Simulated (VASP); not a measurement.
Band structure of LiF (relaxed from the NiAs type structure, space group P6_3/mmc). All values below come from PBEsol GGA, VASP's PBE PAW potentials (set 64) (plane waves; VASP 6.6.1).

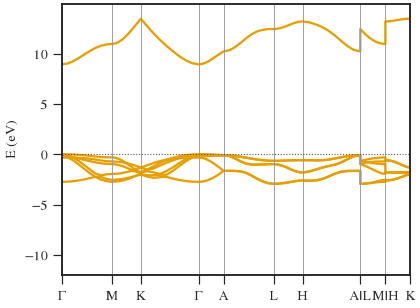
Figure: Bands along high-symmetry lines, zero at the valence-band maximum or, without a gap, the Fermi level

**Question.** Read the plot: is there a gap, and where are the band edges?

**Answer.** The gap is direct, 8.95 eV, from the valence maximum at Γ to the conduction minimum at Γ. (Edges off the drawn lines would not show.)

The structure was generated: LiF was put into the NiAs type type (P6_3/mmc), which need not be its known phase. It was relaxed first.
